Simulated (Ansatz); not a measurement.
**AlPH (doublet): correlated methods under varied settings at scale of all distances = 0.868**

Aim: run AlPH (doublet) at one geometry under a spread of methods and options, and see what each costs and gives.

Program: Ansatz 0.2.0, Gaussian basis. Level of theory: the settings change from run to run. These are calculated values, not measurements.

23 further runs of the same task are left out: 1 for a mislabelled method, 19 that didn't finish, 3 set aside as unsound or not needed.

### 1 The geometry

The geometry derives from a PBE0/def2-TZVP stationary point (not a proven minimum). All distances are scaled together.

3 atoms, charge 0, spin multiplicity 2.

Atoms are counted from 1 here; the program's logs count them from 0.

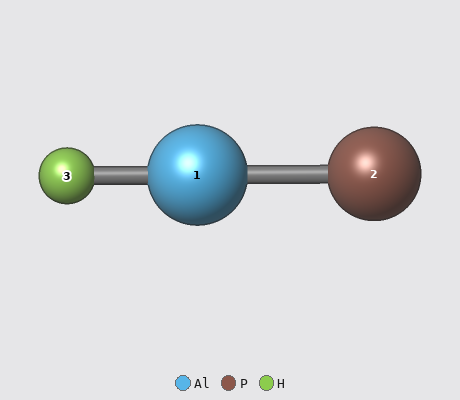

The structure; aluminium blue, phosphorus brown, hydrogen green; atoms are numbered from 1 in the order of the file.

Coordinates:

```
Al    0.0000    0.0000    0.1628
P     0.0000    0.0000   -1.6983
H     0.0000    0.0000    1.5355
```

### 2 CASCI(7,5)/def2-SVP

in.yaml reads:

```yaml
crystal:
  periodic: [false, false, false]
  atoms:
    - {symbol: Al, position_ang: [0.000000, 0.000000, 0.162837]}
    - {symbol: P, position_ang: [0.000000, 0.000000, -1.698329]}
    - {symbol: H, position_ang: [0.000000, 0.000000, 1.535492]}
basis:
  gaussian: {orbitals: def2-SVP, point_charges: [{charge: -0.50, position_ang: [3.839, 0.117, 0.604]}]}
magnetization: {spin_polarized: false, initial_magnetization: 1}
correlation: {active_space: {window: {electrons: 7, orbitals: 5}, fixed_orbitals: true}}
scf: {lower_state_search: off}
```

Launch:

```
$ ansatz run in.yaml --threads 1 --pin off --events-out ev --progress --plain --max-ram 2393MiB
```

Output:

```text
Functional definition: HF
  name "HF"
  cite "Fock, Z. Phys. 61, 126 (1930) doi:10.1007/BF01340294"
  parent pbe
  exchange = exact_x
  correlation = 0
these checks for a lower state are left out or cut short: stability, starts, cluster_reference, orbital_swaps, neighbouring_geometries, increment
369 factors; integrals over basis functions are off by at most 8.6e-4 eV
mean field evaluation 1: about -15861.9862 eV, gradient 1.2e1 eV
mean field evaluation 2: about -15861.9909 eV, gradient 1.2e1 eV
mean field evaluation 4: about -15862.7332 eV, gradient 1.4e0 eV
mean field evaluation 8: about -15862.7519 eV, gradient 4.9e-4 eV
mean field -15862.75188642 eV, -582.9453796666 hartree, gradient 8.0e-6 eV, S^2 0.750000; 0 other end points of the search recorded, 0 dependent functions left out
reference -15862.75188642 eV, -582.9453796666 hartree; 15, 14 occupied and 26, 27 virtual orbitals, 369 factors
state -15862.78584426 eV, -582.9466275940 hartree
Total energy: -15862.78584426 eV, -582.9466275940 hartree
Checks for a lower state left out: stability, starts, cluster_reference, orbital_swaps, neighbouring_geometries, increment
```

Wall time 0.68 s (1 thread of Arm Neoverse V1, shared host).

From the report: 50 determinants; active occupations 2.00, 2.00, 2.00, 1.00, 0.00.

### 3 CCSD(T) on UHF/def2-SVPD

in.yaml reads:

```yaml
crystal:
  periodic: [false, false, false]
  atoms:
    - {symbol: Al, position_ang: [0.000000, 0.000000, 0.162837]}
    - {symbol: P, position_ang: [0.000000, 0.000000, -1.698329]}
    - {symbol: H, position_ang: [0.000000, 0.000000, 1.535492]}
basis:
  gaussian: {orbitals: def2-SVPD}
magnetization: {spin_polarized: true, initial_magnetization: 1}
correlation: {method: ccsd_t, electrons: outside_noble_gas}
```

Launched as before.

Output (excerpt; [...] marks lines left out):

```text
Functional definition: HF
  name "HF"
  cite "Fock, Z. Phys. 61, 126 (1930) doi:10.1007/BF01340294"
  parent pbe
[...]
506 factors; integrals over basis functions are off by at most 1.2e-3 eV
[...]
mean field -15862.76652282 eV, -582.9459175444 hartree, gradient 8.9e-6 eV, S^2 0.760567; 9 other end points of the search recorded, 0 dependent functions left out
determinant -15862.76652282 eV, -582.9459175444 hartree, with singles and doubles -15867.74594840 eV, -583.1289080591 hartree
determinant -15861.66994352 eV, -582.9056189985 hartree, with singles and doubles -15866.76005437 eV, -583.0926771219 hartree
determinant -15859.38059793 eV, -582.8214870997 hartree, with singles and doubles -15863.79958043 eV, -582.9838817112 hartree
10 core orbitals not correlated: weight in the atoms' cores, before any rotation towards them, 1.000 or more for the frozen orbitals, at most 0.000 for the correlated occupied ones
reference -15862.76652282 eV, -582.9459175444 hartree; 5, 4 occupied and 41, 42 virtual orbitals, 506 factors
second order -4.17342109 eV of doubles, -0.00000000 eV of singles
cycle   1  -4.96123275 eV  change   -1.1e-1 eV  update   1.6e-2
[...]
cycle   9  -4.96845182 eV  change    5.6e-6 eV  update   9.2e-6
perturbative correction -0.19490162 eV, -0.0071625024 hartree
Total energy: -15867.92987626 eV, -583.1356672836 hartree
```

It took 3.8 s on 1 thread of Arm Neoverse V1, shared host.

From the report: ⟨S²⟩ of the determinant 0.761 (pure doublet: 0.75); correlation -5.1634 eV; T1 0.018; largest double amplitude 0.05.

### 4 CCSD/def2-SVPD

in.yaml reads:

```yaml
crystal:
  periodic: [false, false, false]
  atoms:
    - {symbol: Al, position_ang: [0.000000, 0.000000, 0.162837]}
    - {symbol: P, position_ang: [0.000000, 0.000000, -1.698329]}
    - {symbol: H, position_ang: [0.000000, 0.000000, 1.535492]}
basis:
  gaussian: {orbitals: def2-SVPD, fitting: {mean_field: def2-universal-jkfit}}
magnetization: {spin_polarized: false, initial_magnetization: 1}
hamiltonian: {xc: {name: r2SCAN}, pseudopotentials: {relativity: none}}
correlation: {method: ccsd, electrons: outside_noble_gas, diis_vectors: 2}
```

Same command.

Output (excerpt; [...] marks lines left out):

```text
Functional definition: r2SCAN
  name "r2SCAN"
  cite "Furness, Kaplan, Ning, Perdew & Sun, J. Phys. Chem. Lett. 11, 8208 (2020) doi:10.1021/acs.jpclett.0c02405"
  cite "Furness, Kaplan, Ning, Perdew & Sun, J. Phys. Chem. Lett. 11, 9248 (2020) doi:10.1021/acs.jpclett.0c03077"
  parent r2scan
[...]
274 factors; integrals over basis functions are off by at most 2.8e-1 eV
[...]
mean field -15891.91552178 eV, -584.0171234980 hartree, gradient 5.2e-6 eV, S^2 0.750000; 9 other end points of the search recorded, 0 dependent functions left out
[...]
10 core orbitals not correlated: weight in the atoms' cores, before any rotation towards them, 1.000 or more for the frozen orbitals, at most 0.000 for the correlated occupied ones
reference -15862.45020087 eV, -582.9342929271 hartree; 5, 4 occupied and 41, 42 virtual orbitals, 274 factors
second order -4.38942486 eV of doubles, -0.16045243 eV of singles
cycle   1  -4.99625839 eV  change   -4.5e-1 eV  update   6.3e-2
[...]
cycle  13  -5.19633984 eV  change    8.8e-7 eV  update   6.2e-6
Total energy: -15867.64654071 eV, -583.1252548939 hartree
```

Wall time 15 s (1 thread of Arm Neoverse V1, shared host).

From the report: correlation -5.1963 eV; T1 0.017; largest double amplitude 0.05. The orbitals are Kohn-Sham ones, so correlation energy and T1 don't compare with those on Hartree-Fock orbitals.

### 5 CASSCF(3,2)/cc-pVDZ

in.yaml reads:

```yaml
crystal:
  periodic: [false, false, false]
  atoms:
    - {symbol: Al, position_ang: [0.000000, 0.000000, 0.162837]}
    - {symbol: P, position_ang: [0.000000, 0.000000, -1.698329]}
    - {symbol: H, position_ang: [0.000000, 0.000000, 1.535492]}
basis:
  gaussian: {orbitals: cc-pVDZ, fitting: {mean_field: def2-universal-jkfit}}
magnetization: {spin_polarized: false, initial_magnetization: 1}
correlation: {active_space: {window: {electrons: 3, orbitals: 2}, states: [{multiplicity: 2, weights: [1, 0.5]}]}}
accuracy: high
scf: {lower_state_search: off}
```

The command is unchanged.

Output:

```text
Functional definition: HF
  name "HF"
  cite "Fock, Z. Phys. 61, 126 (1930) doi:10.1007/BF01340294"
  parent pbe
  exchange = exact_x
  correlation = 0
these checks for a lower state are left out or cut short: stability, starts, cluster_reference, orbital_swaps, neighbouring_geometries, increment
274 factors; integrals over basis functions are off by at most 2.7e-1 eV
mean field evaluation 1: about -15866.8722 eV, gradient 1.1e1 eV
mean field evaluation 2: about -15867.4820 eV, gradient 4.5e0 eV
mean field evaluation 4: about -15867.6090 eV, gradient 3.4e-1 eV
mean field -15867.61110009 eV, -583.1239524751 hartree, gradient 2.7e-8 eV, S^2 0.750000; 0 other end points of the search recorded, 0 dependent functions left out
reference -15867.61110009 eV, -583.1239524751 hartree; 15, 14 occupied and 26, 27 virtual orbitals, 274 factors
state -15867.60237744 eV, -583.1236319237 hartree
state -15867.58358190 eV, -583.1229412004 hartree
Total energy: -15867.59611226 eV, -583.1234016826 hartree
Checks for a lower state left out: stability, starts, cluster_reference, orbital_swaps, neighbouring_geometries, increment
```

Run time: 0.18 s. Hardware: 1 thread of Arm Neoverse V1, shared host.

From the report: 2 determinants; active occupations (of the averaged states) 1.67, 1.33.

### 6 CCSD on UHF/def2-SVPD

in.yaml reads:

```yaml
crystal:
  periodic: [false, false, false]
  atoms:
    - {symbol: Al, position_ang: [0.000000, 0.000000, 0.162837]}
    - {symbol: P, position_ang: [0.000000, 0.000000, -1.698329]}
    - {symbol: H, position_ang: [0.000000, 0.000000, 1.535492]}
basis:
  gaussian: {orbitals: def2-SVPD, point_charges: [{charge: 0.50, position_ang: [3.425, -0.613, -0.004]}]}
magnetization: {spin_polarized: true, initial_magnetization: 1}
correlation: {method: ccsd, electrons: outside_noble_gas}
```

Launched as before.

Output (excerpt; [...] marks lines left out):

```text
Functional definition: HF
  name "HF"
  cite "Fock, Z. Phys. 61, 126 (1930) doi:10.1007/BF01340294"
  parent pbe
[...]
506 factors; integrals over basis functions are off by at most 1.2e-3 eV
[...]
mean field -15862.83706092 eV, -582.9485097719 hartree, gradient 2.5e-6 eV, S^2 0.763717; 15 other end points of the search recorded, 0 dependent functions left out
determinant -15862.83706092 eV, -582.9485097719 hartree, with singles and doubles -15867.83390089 eV, -583.1321402534 hartree
determinant -15862.61642446 eV, -582.9404015314 hartree, with singles and doubles -15867.62229061 eV, -583.1243637192 hartree
determinant -15861.73551817 eV, -582.9080288221 hartree, with singles and doubles -15866.83623689 eV, -583.0954767777 hartree
determinant -15859.99663329 eV, -582.8441259816 hartree, with singles and doubles -15864.32758377 eV, -583.0032854761 hartree
determinant -15859.38696392 eV, -582.8217210455 hartree, with singles and doubles -15864.14035970 eV, -582.9964051183 hartree
determinant -15862.83706092 eV, -582.9485097719 hartree, with singles and doubles -15867.82421202 eV, -583.1317841941 hartree
determinant -15862.61642446 eV, -582.9404015314 hartree, with singles and doubles -15867.61149005 eV, -583.1239668060 hartree
10 core orbitals not correlated: weight in the atoms' cores, before any rotation towards them, 1.000 or more for the frozen orbitals, at most 0.000 for the correlated occupied ones
reference -15862.83706092 eV, -582.9485097719 hartree; 5, 4 occupied and 41, 42 virtual orbitals, 506 factors
second order -4.18366205 eV of doubles, -0.00000000 eV of singles
cycle   1  -4.98715171 eV  change   -6.2e-7 eV  update   1.6e-6
Total energy: -15867.82421264 eV, -583.1317842168 hartree
```

Wall time 7 s (1 thread of Arm Neoverse V1, shared host).

From the report: ⟨S²⟩ of the determinant 0.764 (pure doublet: 0.75); correlation -4.9872 eV; T1 0.018; largest double amplitude 0.04.

### 7 CISD/6-31++G**

in.yaml reads:

```yaml
crystal:
  periodic: [false, false, false]
  atoms:
    - {symbol: Al, position_ang: [0.000000, 0.000000, 0.162837]}
    - {symbol: P, position_ang: [0.000000, 0.000000, -1.698329]}
    - {symbol: H, position_ang: [0.000000, 0.000000, 1.535492]}
basis:
  gaussian: {orbitals: "6-31++G**"}
magnetization: {spin_polarized: false, initial_magnetization: 1}
correlation: {active_space: {ras: {orbitals: [14, 1, 37], electrons: 29, max_holes: 2, max_particles: 2}, fixed_orbitals: true}}
```

Same command.

Output:

```text
Functional definition: HF
  name "HF"
  cite "Fock, Z. Phys. 61, 126 (1930) doi:10.1007/BF01340294"
  parent pbe
  exchange = exact_x
  correlation = 0
430 factors; integrals over basis functions are off by at most 1.1e-3 eV
mean field evaluation 1: about -15865.9511 eV, gradient 1.2e1 eV
mean field evaluation 2: about -15865.9734 eV, gradient 1.2e1 eV
mean field evaluation 4: about -15866.7443 eV, gradient 1.6e0 eV
mean field evaluation 8: about -15866.7645 eV, gradient 1.1e-1 eV
mean field evaluation 16: about -15866.6813 eV, gradient 2.9e0 eV
mean field evaluation 32: about -15865.9740 eV, gradient 1.2e1 eV
mean field -15866.76480978 eV, -583.0928518800 hartree, gradient 9.1e-7 eV, S^2 0.750000; 6 other end points of the search recorded, 0 dependent functions left out
reference -15866.76480978 eV, -583.0928518800 hartree; 15, 14 occupied and 37, 38 virtual orbitals, 430 factors
state -15871.61871680 eV, -583.2712296730 hartree
Total energy: -15871.61871680 eV, -583.2712296730 hartree
```

Run time: 1.7 min. Hardware: 1 thread of Arm Neoverse V1, shared host; peak memory 0.35 GiB.

From the report: 197,398 determinants.

### 8 All runs side by side

| level | correlated | functions | energy (eV) | time |
| --- | --- | --- | --- | --- |
| CASCI(7,5)/def2-SVP (beside a point charge) |  | 41 | -15862.7858 | 0.68 s |
| CCSD(T) on UHF/def2-SVPD | outside noble gas | 56 | -15867.9299 | 3.8 s |
| CCSD/def2-SVPD (on r2SCAN orbitals) | outside noble gas | 56 | -15867.6465 | 15 s |
| CASSCF(3,2)/cc-pVDZ (mean of several states) |  | 41 | -15867.5961 | 0.18 s |
| CCSD on UHF/def2-SVPD (beside a point charge) | outside noble gas | 56 | -15867.8242 | 7 s |
| CISD/6-31++G** | all | 52 | -15871.6187 | 1.7 min |

### 9 Results

| quantity | value |
| --- | --- |
| runs | 6 |
| quickest | CASSCF(3,2)/cc-pVDZ (mean of several states), 0.18 s |
| slowest | CISD/6-31++G**, 1.7 min |

Total energies in different bases, with other cores or another treatment of relativity can't be set against each other. CISD/6-31++G** took 559 times as long as CASSCF(3,2)/cc-pVDZ (mean of several states); the jobs differ in more than the method.
